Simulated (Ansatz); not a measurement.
**InW: relaxing a made-up structure**

This structure for InW is made up. Its elements were placed in a known structure type with a cell scaled to their sizes. What cell does the guess relax to, and how far off was it?

Method: DFT, r2SCAN, plane-wave PAW, files of the set soft_1, scalar-relativistic, no spin, cell and ions relaxed at zero pressure; PAW set soft_1, in the first sound run; inputs show where later runs differ, in Ansatz 0.2.0.

## Step 1: The starting structure

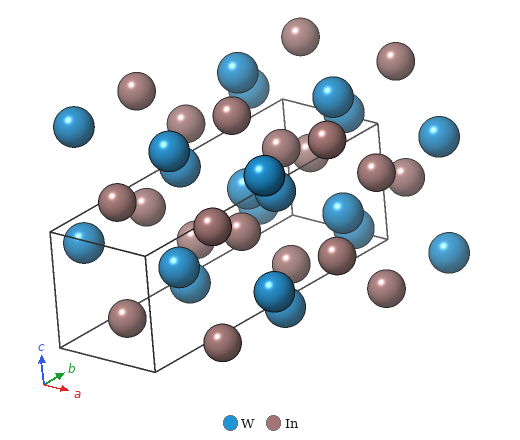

Start, viewed from a free direction; tungsten blue, indium brown. 2×1×2 cells are drawn. This picture shows the conventional cell, with its axes. Some periodic images of atoms are drawn too.

## Step 2: Relaxing cell and atoms

The guess takes its coordinates from another compound and its volume from a rule, so the cell and any free coordinates are relaxed together.

Input file input.yaml:

```yaml
crystal:
  lattice:
    - [1.925, -5.799, 0.0]
    - [1.925, 5.799, 0.0]
    - [0.0, 0.0, 3.982]
  atoms:
    - { symbol: W, position: [0.1351, 0.8649, 0.25] }
    - { symbol: W, position: [0.8649, 0.1351, 0.75] }
    - { symbol: In, position: [0.4045, 0.5955, 0.25] }
    - { symbol: In, position: [0.5955, 0.4045, 0.75] }
kpoints:
  mp_grid: { grid: [7, 7, 7] }
scf:
  occupations: { method: fermi_dirac, width: 0.05 }
hamiltonian:
  xc: r2scan
  pseudopotentials: { kind: paw, azcp: { folder: soft_1 } }
relax:
  f_tol: 0.015
  max_steps: 70
  cell: {}
output:
  forces: true
  stress: true
```

The run is started by

```sh
$ ansatz run input.yaml --threads 4 --pin off --max-ram 8192MiB --backend cpu --events-out ev --progress --plain --runs-dir out
```

Numbers of over 12 decimals in the logs are rounded to 6 here.

Log:

```text
Engine: ansatz 0.2.0, aarch64-unknown-linux-gnu
Pseudopotentials: kind: paw
Pseudopotential: W, paw, valence charge 14, recommended cutoff 500 eV (meta_gga), soft_1/W.paw.azcp
Pseudopotential: In, paw, valence charge 13, recommended cutoff 500 eV (meta_gga), soft_1/In.paw.azcp
Functional definition: r2SCAN
  parameter k0 = 0.174
  parameter k1 = 0.065
  parameter a1 = 4.9479
  exchange = r2scan_x(k0 = k0, k1 = k1, a1 = a1)
  correlation = r2scan_c
Crystal: 4 atoms, lattice volume = 88.903 Å³
Basis set: ecut = 500 eV, 2257 PW (Γ), exchange–correlation on 180×180×120 points (64 copies of the dense FFT grid, shifted against one another)
Bands: 33, of which v1, the nominal top of the filled ones, is band 27 counted from 1 (26 counted from 0)
Symmetry: 8 space group operations
Space group: Cmcm (ITA 63), of the structure as read, at distance tolerance 4.5e-5 Å
k-points: 64 of 343
Non-local potential: W, projectors of the file, l = 0: 3, l = 1: 2, l = 2: 2, l = 3: 1
Non-local potential: In, projectors of the file, l = 0: 2, l = 1: 2, l = 2: 2, l = 3: 1
PAW form: soft (Blöchl's): semilocal exchange-correlation on the pseudo side does not see the compensation charge
PAW frozen core: W, regenerated for the run's functional (the file was generated under x = pbe(κ = 0.804, μ = 0.219515), c = pbe(β = 0.066725))
PAW frozen core: In, regenerated for the run's functional (the file was generated under x = pbe(κ = 0.804, μ = 0.219515), c = pbe(β = 0.066725))
PAW one-centre angular grid: W, 590 points (default); XC on 160 Gauss nodes
PAW one-centre angular grid: In, 590 points (default); XC on 160 Gauss nodes
Initial density: superposition of atomic densities (chi_scale 0.1, normalization cell, long waves kept (reshape's long-wave potential 0.01 eV rms))
Initial wavefunctions: pseudopotential atomic-orbital guess
Functional: x = r2scan, c = r2scan; τ floored in thin density (d = 2e-4 eV/Å³)
SCF iter   1: F=—  HF=-32014.796474 eV  |F-HF|=—  |Δ(HF+E_count)|=         —  Δρ=5.56e-2  dr2=5.18e0  dr2_τ=2.24e-1  ethr=3.10e-3  ⟨swp⟩=6.1  Hψ=8284  notcnv=0
preconditioner: auto → Kerker (q_TF=auto, 2.511 Å⁻¹)  [metal: Δε(μ)=0.036 eV  Ē_g=11.657 eV  σ=0.050 eV  W_gap=0.17  n_scr=26 (ndim 8)  ℏωp=24.3 eV  f_vac=0.000  D(μ)=3.71/eV (n_scr^D=30)]
SCF iter   2: F=—  HF=-32013.965830 eV  |F-HF|=—  |Δ(HF+E_count)|=   8.31e-1  Δρ=2.69e-2  dr2=1.11e0  dr2_τ=7.26e-2  ethr=3.10e-3  ⟨swp⟩=2.2  Hψ=3393  notcnv=0
SCF iter   3: F=—  HF=-32013.886549 eV  |F-HF|=—  |Δ(HF+E_count)|=   7.93e-2  Δρ=7.00e-3  dr2=8.24e-2  dr2_τ=2.09e-3  ethr=2.06e-3  ⟨swp⟩=2.2  Hψ=3001  notcnv=0
SCF iter   4: F=—  HF=-32013.892703 eV  |F-HF|=—  |Δ(HF+E_count)|=   6.15e-3  Δρ=1.61e-3  dr2=5.01e-3  dr2_τ=1.46e-4  ethr=1.53e-4  ⟨swp⟩=2.2  Hψ=3363  notcnv=0
SCF iter   5: F=—  HF=-32013.892983 eV  |F-HF|=—  |Δ(HF+E_count)|=   2.80e-4  Δρ=4.24e-4  dr2=5.15e-4  dr2_τ=1.25e-5  ethr=9.27e-6  ⟨swp⟩=2.6  Hψ=3392  notcnv=0
SCF iter   6: F=—  HF=-32013.892955 eV  |F-HF|=—  |Δ(HF+E_count)|=   2.86e-5  Δρ=1.80e-4  dr2=5.37e-5  dr2_τ=1.44e-6  ethr=9.54e-7  ⟨swp⟩=2.8  Hψ=3368  notcnv=0
SCF iter   7: F=—  HF=-32013.892984 eV  |F-HF|=—  |Δ(HF+E_count)|=   2.90e-5  Δρ=6.53e-5  dr2=4.15e-6  dr2_τ=2.83e-7  ethr=9.94e-8  ⟨swp⟩=2.1  Hψ=2775  notcnv=0
SCF iter   8: F=—  HF=-32013.892991 eV  |F-HF|=—  |Δ(HF+E_count)|=   7.70e-6  Δρ=1.92e-5  dr2=3.32e-7  dr2_τ=5.64e-9  ethr=7.69e-9  ⟨swp⟩=2.9  Hψ=4089  notcnv=0
SCF iter   9: F=-32013.892993 eV  HF=-32013.892993 eV  |F-HF|=6.98e-8  |Δ(HF+E_count)|=   1.11e-6  Δρ=6.17e-6  dr2=3.06e-8  dr2_τ=1.65e-9  ethr=1.85e-10  ⟨swp⟩=5.0  Hψ=7504  notcnv=0
SCF 1 converged in 9 iterations: F = -32013.892993 eV  dr2 = 3.06e-8
  greatest PAW one-centre occupation: 0.999 electrons in one spin orbital (limit 2), on the W atom at site 1 (counted from 0), in its partial waves of l = 0
relax step   1: F+E_penalty+E_count = -32013.89299266 eV  Δ(F+E_penalty+E_count) = +0.000e0 eV  max|allowed force component| = 4.185e-1 eV/Å  Δτ_max = 0.0000 Å  P = -13.961 GPa  Ω = 88.903 Å³  (9 SCF iters, dr2 threshold 1.00e-7 eV, accepted)
Crystal: 4 atoms, lattice volume = 81.175 Å³
Basis set: ecut = 500 eV, 2045 PW (Γ), exchange–correlation on 180×180×120 points (64 copies of the dense FFT grid, shifted against one another)
Initial density: handed on by an earlier stage of this run
Initial wavefunctions: those handed on with the density
iter 1 solved again at ethr=4.77e-5 eV; its pass at ethr=3.10e-3 eV (dr2=2.57e-2 eV) is discarded
SCF iter   1: F=—  HF=-32014.047122 eV  |F-HF|=—  |Δ(HF+E_count)|=         —  Δρ=6.01e-3  dr2=2.79e-2  dr2_τ=5.58e-1  ethr=4.77e-5  ⟨swp⟩=1.9  Hψ=10619  notcnv=0
preconditioner: auto → Kerker (q_TF=auto, 2.549 Å⁻¹)  [metal: Δε(μ)=0.014 eV  Ē_g=11.108 eV  σ=0.050 eV  W_gap=0.07  n_scr=26 (ndim 8)  ℏωp=25.4 eV  f_vac=0.000  D(μ)=3.31/eV (n_scr^D=26)]
SCF iter   2: F=—  HF=-32014.594245 eV  |F-HF|=—  |Δ(HF+E_count)|=   5.47e-1  Δρ=3.19e-3  dr2=1.24e-2  dr2_τ=3.08e-4  ethr=4.77e-5  ⟨swp⟩=2.7  Hψ=4294  notcnv=0
SCF iter   3: F=—  HF=-32014.594107 eV  |F-HF|=—  |Δ(HF+E_count)|=   1.38e-4  Δρ=8.34e-4  dr2=1.07e-3  dr2_τ=1.40e-4  ethr=2.29e-5  ⟨swp⟩=2.6  Hψ=3172  notcnv=0
SCF iter   4: F=—  HF=-32014.594274 eV  |F-HF|=—  |Δ(HF+E_count)|=   1.67e-4  Δρ=2.63e-4  dr2=1.06e-4  dr2_τ=7.78e-6  ethr=1.98e-6  ⟨swp⟩=2.2  Hψ=2827  notcnv=0
SCF iter   5: F=—  HF=-32014.594262 eV  |F-HF|=—  |Δ(HF+E_count)|=   1.18e-5  Δρ=7.83e-5  dr2=6.34e-6  dr2_τ=4.71e-7  ethr=1.96e-7  ⟨swp⟩=2.6  Hψ=3212  notcnv=0
SCF iter   6: F=—  HF=-32014.594264 eV  |F-HF|=—  |Δ(HF+E_count)|=   2.05e-6  Δρ=2.93e-5  dr2=6.72e-7  dr2_τ=1.50e-8  ethr=1.17e-8  ⟨swp⟩=2.1  Hψ=3277  notcnv=0
SCF iter   7: F=-32014.594265 eV  HF=-32014.594265 eV  |F-HF|=5.77e-8  |Δ(HF+E_count)|=   4.64e-7  Δρ=8.44e-6  dr2=6.42e-8  dr2_τ=3.63e-9  ethr=7.41e-10  ⟨swp⟩=4.1  Hψ=7112  notcnv=0
SCF 2 converged in 7 iterations: F = -32014.594265 eV  dr2 = 6.42e-8
relax step   2: F+E_penalty+E_count = -32014.59426456 eV  Δ(F+E_penalty+E_count) = -7.013e-1 eV  max|allowed force component| = 4.720e-1 eV/Å  Δτ_max = 0.0395 Å  P = -6.486 GPa  Ω = 81.175 Å³  energy of the carried Pulay correction = +9.977e-4 eV  (7 SCF iters, dr2 threshold 4.00e-7 eV, accepted)
Crystal: 4 atoms, lattice volume = 76.479 Å³
Basis set: ecut = 500 eV, 1947 PW (Γ), exchange–correlation on 180×180×120 points (64 copies of the dense FFT grid, shifted against one another)
iter 1 solved again at ethr=7.98e-5 eV; its pass at ethr=3.10e-3 eV (dr2=4.31e-2 eV) is discarded
[...]
relax step   6: F+E_penalty+E_count = -32015.70749587 eV  Δ(F+E_penalty+E_count) = -3.560e-1 eV  max|allowed force component| = 4.728e-1 eV/Å  Δτ_max = 0.0750 Å  P = +0.094 GPa  Ω = 74.091 Å³  energy of the carried Pulay correction = +1.996e-3 eV  (8 SCF iters, dr2 threshold 4.00e-7 eV, accepted)
relax step   7: F+E_penalty+E_count = -32016.16058114 eV  Δ(F+E_penalty+E_count) = -4.531e-1 eV  max|allowed force component| = 7.116e-1 eV/Å  Δτ_max = 0.0901 Å  P = +1.002 GPa  Ω = 73.002 Å³  energy of the carried Pulay correction = +2.157e-3 eV  (7 SCF iters, dr2 threshold 4.00e-7 eV, accepted)
relax step   8: F+E_penalty+E_count = -32016.72086479 eV  Δ(F+E_penalty+E_count) = -5.603e-1 eV  max|allowed force component| = 9.189e-1 eV/Å  Δτ_max = 0.1017 Å  P = +2.738 GPa  Ω = 71.767 Å³  energy of the carried Pulay correction = +2.342e-3 eV  (9 SCF iters, dr2 threshold 4.00e-7 eV, accepted)
relax step   9: F+E_penalty+E_count = -32017.21418928 eV  Δ(F+E_penalty+E_count) = -4.933e-1 eV  max|allowed force component| = 3.751e-1 eV/Å  Δτ_max = 0.1952 Å  P = +2.070 GPa  Ω = 71.944 Å³  energy of the carried Pulay correction = +2.316e-3 eV  (9 SCF iters, dr2 threshold 4.00e-7 eV, accepted)
relax step  10: F+E_penalty+E_count = -32016.64070242 eV  Δ(F+E_penalty+E_count) = +5.735e-1 eV  max|allowed force component| = 1.225e0 eV/Å  Δτ_max = 0.1887 Å  P = -14.523 GPa  Ω = 81.277 Å³  energy of the carried Pulay correction = +9.839e-4 eV  (7 SCF iters, dr2 threshold 4.00e-7 eV, rejected (line search))
relax step  11: F+E_penalty+E_count = -32017.26899006 eV  Δ(F+E_penalty+E_count) = -5.480e-2 eV  max|allowed force component| = 2.159e-1 eV/Å  Δτ_max = 0.0966 Å  P = +1.033 GPa  Ω = 72.415 Å³  energy of the carried Pulay correction = +2.245e-3 eV  (11 SCF iters, accepted)
relax step  12: F+E_penalty+E_count = -32017.28188007 eV  Δ(F+E_penalty+E_count) = -1.289e-2 eV  max|allowed force component| = 8.307e-2 eV/Å  Δτ_max = 0.0328 Å  P = -0.028 GPa  Ω = 72.663 Å³  energy of the carried Pulay correction = +2.208e-3 eV  (6 SCF iters, dr2 threshold 4.00e-7 eV, accepted)
relax step  13: F+E_penalty+E_count = -32017.28266308 eV  Δ(F+E_penalty+E_count) = -7.830e-4 eV  max|allowed force component| = 1.124e-2 eV/Å  Δτ_max = 0.0073 Å  P = +0.062 GPa  Ω = 72.686 Å³  energy of the carried Pulay correction = +2.204e-3 eV  (5 SCF iters, dr2 threshold 4.00e-7 eV, accepted)
relax step  14: F+E_penalty+E_count = -32017.28274108 eV  Δ(F+E_penalty+E_count) = -7.800e-5 eV  max|allowed force component| = 5.719e-3 eV/Å  Δτ_max = 0.0017 Å  P = +0.024 GPa  Ω = 72.713 Å³  energy of the carried Pulay correction = +2.200e-3 eV  (5 SCF iters, dr2 threshold 7.36e-8 eV, accepted)
relax step  15: F+E_penalty+E_count = -32017.28275053 eV  Δ(F+E_penalty+E_count) = -9.448e-6 eV  max|allowed force component| = 3.009e-4 eV/Å  Δτ_max = 0.0007 Å  P = -0.002 GPa  Ω = 72.733 Å³  energy of the carried Pulay correction = +2.197e-3 eV  (5 SCF iters, dr2 threshold 8.35e-9 eV, accepted)
Basis set: ecut = 500 eV, 1861 PW (Γ), exchange–correlation on 180×180×144 points (64 copies of the dense FFT grid, shifted against one another)
Initial wavefunctions: pseudopotential atomic-orbital guess (no wavefunctions were taken with the density)
iter 1 solved again at ethr=3.71e-8 eV; its pass at ethr=3.10e-3 eV (dr2=2.00e-5 eV) is discarded
SCF iter   1: F=—  HF=-32017.280909 eV  |F-HF|=—  |Δ(HF+E_count)|=         —  Δρ=7.14e-4  dr2=1.73e-5  dr2_τ=1.76e-4  ethr=3.71e-8  ⟨swp⟩=3.1  Hψ=14185  notcnv=0
preconditioner: auto → Kerker (q_TF=auto, 2.596 Å⁻¹)  [metal: Δε(μ)=0.055 eV  Ē_g=12.038 eV  σ=0.050 eV  W_gap=0.27  n_scr=14 (ndim 8)  ℏωp=26.8 eV  f_vac=0.000  D(μ)=2.58/eV (n_scr^D=14)]
SCF iter   2: F=—  HF=-32017.281746 eV  |F-HF|=—  |Δ(HF+E_count)|=   8.37e-4  Δρ=3.66e-4  dr2=4.64e-6  dr2_τ=1.87e-5  ethr=3.20e-8  ⟨swp⟩=2.1  Hψ=3309  notcnv=0
SCF iter   3: F=—  HF=-32017.282023 eV  |F-HF|=—  |Δ(HF+E_count)|=   2.77e-4  Δρ=1.34e-5  dr2=4.45e-8  dr2_τ=2.40e-8  ethr=8.60e-9  ⟨swp⟩=2.0  Hψ=3687  notcnv=0
SCF iter   4: F=—  HF=-32017.282023 eV  |F-HF|=—  |Δ(HF+E_count)|=   1.12e-7  Δρ=4.24e-6  dr2=7.59e-9  dr2_τ=1.15e-9  ethr=8.24e-11  ⟨swp⟩=2.0  Hψ=3836  notcnv=0
SCF iter   5: F=—  HF=-32017.282023 eV  |F-HF|=—  |Δ(HF+E_count)|=   1.38e-8  Δρ=9.06e-7  dr2=6.78e-10  dr2_τ=8.83e-11  ethr=1.41e-11  ⟨swp⟩=2.0  Hψ=3287  notcnv=0
SCF iter   6: F=—  HF=-32017.282023 eV  |F-HF|=—  |Δ(HF+E_count)|=  3.20e-10  Δρ=3.34e-7  dr2=7.42e-11  dr2_τ=4.18e-12  ethr=1.25e-12  ⟨swp⟩=2.0  Hψ=3319  notcnv=0
SCF iter   7: F=-32017.282023 eV  HF=-32017.282023 eV  |F-HF|=3.64e-11  |Δ(HF+E_count)|=  5.82e-11  Δρ=8.50e-8  dr2=5.67e-12  dr2_τ=4.38e-13  ethr=1.00e-12  ⟨swp⟩=4.0  Hψ=7029  notcnv=0
SCF 16 converged in 7 iterations: F = -32017.282023 eV  dr2 = 5.67e-12
relax step  16: F+E_penalty+E_count = -32017.28202278 eV  Δ(F+E_penalty+E_count) = +7.278e-4 eV  max|allowed force component| = 4.208e-4 eV/Å  Δτ_max = 0.0000 Å  P = +0.007 GPa  Ω = 72.733 Å³  stress off target by 2.35e-2 GPa  SCF on the basis re-selected at this cell (its energy is not comparable with the rows above)  (7 SCF iters)
basis re-selected at this cell: Δ(F+E_penalty+E_count) = +7.278e-4 eV, ΔP = +0.009 GPa vs the last step (what re-selecting the basis moved, of the pressure what is left beyond the Pulay correction that the steps carried, after the strain that the cell walked since its last selection, with what the two solves' SCF thresholds leave and, on support functions, any second-order correction that the steps lacked; it is no measure of the basis error at this ecutwfc). The dense FFT grid was sized anew with the basis: this SCF ran on 45×45×36 points, the steps before it on 45×45×30, so part of this shift can come from that change (see relax.cell in the input reference). [rest of the remark cut]
SCF converged after 7 iterations
Free energy (F): -32017.282023 eV
Harris-Foulkes:  -32017.282023 eV  (|F-HF|=3.64e-11)
Internal energy: -32017.259442 eV  (E = F + TS)
E sigma→0 (E₀):  -32017.270732 eV
Entropy (-TS):   -0.022581 eV (-5.645 meV/atom)
Fermi energy:    17.790093 eV
--- Per-component energies (eV) ---
  E_band       = -202.997340
  E_kinetic    = 1283.887281
  E_local      = -2881.452994  (includes V_loc(G=0)·N_el)
  E_nonlocal   = 605.837752
  E_hartree    = 1179.985463
  E_xc         = -763.266217
  E_vxc        = -694.730640  (∫ρ·V_xc dr)
  E_paw        = -25687.668573  (= ΣΔE_a)
  E_vpaw       = -916.378808  (= ΣTr[D̂ρ^β])
  E_aug_tail   = -0.000018  (compensation charges beyond the density's cutoff)
  E_vtau       = 39.869234  (kinetic-family band-sum trace: ∫τ·v_τ [+ j·A + Jᵃ·Aᵃ] dr)
  E_ewald      = -5755.336928
  E_core_change = 0.754792  (= ΣΔE_core)
  E_smearing   = -0.022581  (= −TS)
  E_closure    = -0.000000  (closes the sum)
  Σ components = -32017.282023   (vs F -32017.282023, Δ=0.00e0)
--- Forces (eV/Å), atoms counted from 1 ---
  atom   1  W      0.00000000     0.00019489    -0.00000000
  atom   2  W     -0.00000000    -0.00019489     0.00000000
  atom   3  In    -0.00000000    -0.00042083     0.00000000
  atom   4  In     0.00000000     0.00042083    -0.00000000
  max |Σ_I F_I| component: 2.60e-17 eV/Å
--- Stress (GPa, compression-positive) ---
       -0.013336      -0.000000       0.000000
       -0.000000       0.009952       0.000000
        0.000000       0.000000       0.023547
  P = ⅓ Tr σ = 0.0067 GPa (0.067 kbar)
--- Relaxed structure (15 steps of the walk, 14 accepted, 1 SCFs on fresh bases) ---
  F+E_penalty+E_count = -32017.28202278 eV   max|allowed force component| = 4.208e-4 eV/Å   (the final SCF, on the basis selected at the relaxed cell)
  cell:  # Å, volume = 72.7331 Å³
    - [1.389882, -5.626072, 0]
    - [1.389882, 5.626072, 0]
    - [0, 0, 4.650708]
  atoms:
    - { symbol: W, position: [0.186829, 0.813171, 0.25] }
    - { symbol: W, position: [0.813171, 0.186829, 0.750000] }
    - { symbol: In, position: [0.431596, 0.568404, 0.25] }
    - { symbol: In, position: [0.568404, 0.431596, 0.750000] }
```

The job ended after 100 s (4 threads of Arm Neoverse V2, shared host; peak memory 0.83 GiB; 6.4 min of CPU time).

Relaxation path:

| step | energy less that of the first step (eV) | largest force component (eV/Å) | pressure (GPa) | volume (Å³) |
| --- | --- | --- | --- | --- |
| 1 | 0.0000 | 0.4185 | -13.96 | 88.90 |
| 2 | -0.7013 | 0.4720 | -6.49 | 81.18 |
| 3 | -1.0173 | 0.4006 | -0.06 | 76.48 |
| 4 | -1.2069 | 0.3659 | 5.53 | 73.37 |
| 5 | -1.4585 | 0.5252 | 2.84 | 73.85 |
| 6 | -1.8145 | 0.4728 | 0.09 | 74.09 |
| 7 | -2.2676 | 0.7116 | 1.00 | 73.00 |
| 8 | -2.8279 | 0.9189 | 2.74 | 71.77 |
| 9 | -3.3212 | 0.3751 | 2.07 | 71.94 |
| 10 | -2.7477 | 1.2247 | -14.52 | 81.28 |
| 11 | -3.3760 | 0.2159 | 1.03 | 72.42 |
| 12 | -3.3889 | 0.0831 | -0.03 | 72.66 |
| 13 | -3.3897 | 0.0112 | 0.06 | 72.69 |
| 14 | -3.3897 | 0.0057 | 0.02 | 72.71 |
| 15 | -3.3898 | 0.0003 | 0.00 | 72.73 |
| 16* | -3.3890 | 0.0004 | 0.01 | 72.73 |

Relaxation steps marked * repeat the geometry before them on a plane-wave basis chosen anew for their cell, so energy and pressure can jump there. Relaxation step 10 was tried and not accepted.

Forces are held to the 8 operations that the run works with; a distortion that breaks them can't arise in this run.

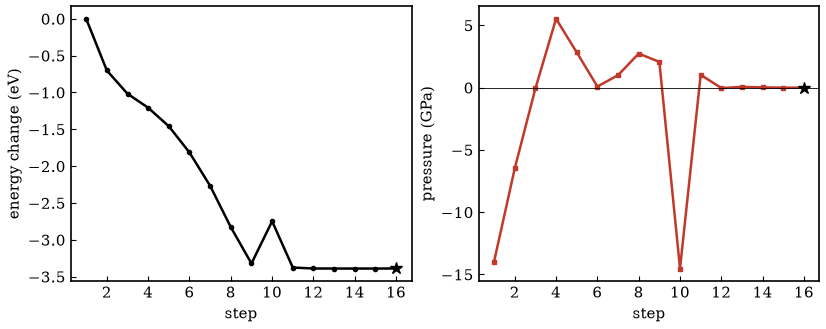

Energy and pressure along the relaxation. Stars mark steps on a basis chosen anew.

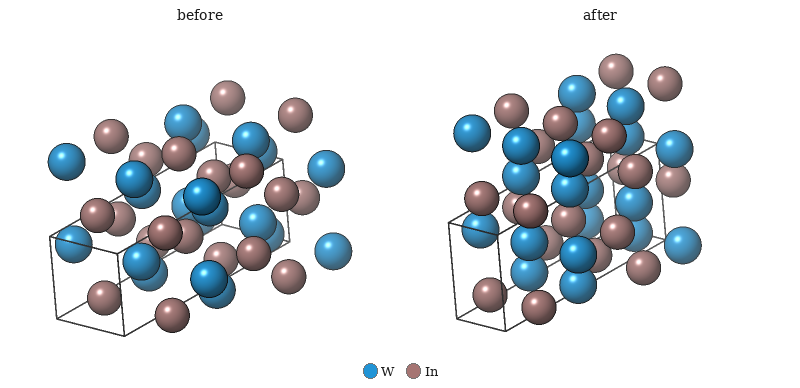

Before and after, at one scale.

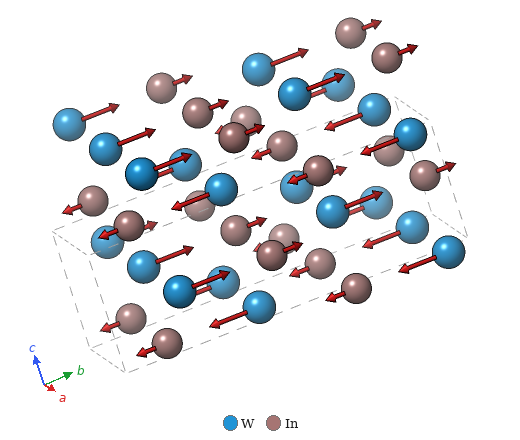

Displacements in the relaxation, exaggerated, measured against the changing cell; the longest in the cell stands for 0.58 Å. 2×1×2 conventional cells are drawn. Some periodic images of atoms are drawn too.

| cell as run | before | after | change |
| --- | --- | --- | --- |
| a (Å) | 6.110 | 5.795 | -5.2 % |
| b (Å) | 6.110 | 5.795 | -5.2 % |
| c (Å) | 3.982 | 4.651 | +16.8 % |
| γ (°) | 143.27 | 152.25 | +6.3 % |
| volume (Å³/atom) | 22.23 | 18.18 | -18.2 % |

The atoms that moved most (Å, as changes of fractional coordinates times the final cell):

| atom | dx | dy | dz | length |
| --- | --- | --- | --- | --- |
| W1 | 0.000 | -0.582 | 0.000 | 0.582 |
| W2 | 0.000 | 0.582 | 0.000 | 0.582 |
| In3 | 0.000 | -0.305 | 0.000 | 0.305 |
| In4 | 0.000 | 0.305 | 0.000 | 0.305 |

Final coordinates:

```cif
data_structure
_symmetry_space_group_name_H-M 'P 1'
_symmetry_Int_Tables_number 1
_cell_length_a 5.7952
_cell_length_b 5.7952
_cell_length_c 4.6507
_cell_angle_alpha 90.000
_cell_angle_beta 90.000
_cell_angle_gamma 152.247
_cell_volume 72.73
loop_
_atom_site_label
_atom_site_type_symbol
_atom_site_fract_x
_atom_site_fract_y
_atom_site_fract_z
_atom_site_occupancy
W1 W 0.18683 0.81317 0.25000 1
W2 W 0.81317 0.18683 0.75000 1
In3 In 0.43160 0.56840 0.25000 1
In4 In 0.56840 0.43160 0.75000 1
```

This step gave:

* free energy: -32017.2820 eV
* energy at zero smearing: -32017.2707 eV
* smearing term TS: 0.02258 eV
* Fermi energy: 17.79 eV
* electrons: 54
* symmetry operations: 8
* pressure: 0.006721 GPa

Shortest distances by pair of elements, guess and relaxed (not always the same contact):

| pair | guess (Å) | relaxed (Å) |
| --- | --- | --- |
| In–W | 2.807 | 2.754 |
| W–W | 3.713 | 2.780 |
| In–In | 2.978 | 2.780 |

The relaxation ends with a largest force component of 4.2e-4 eV/Å and a pressure of 0.01 GPa.

[end of part 1 of 2]

[Logs are printed without paths, hosts, clocks, repeated set-up lines and the standing remarks that a program may print on its own settings, such as how far it seeks lower states.]

[Hosts, paths, dates, database ids (printed as entryN), source tags and the programs' standing remarks are cut or masked in the printed files.]
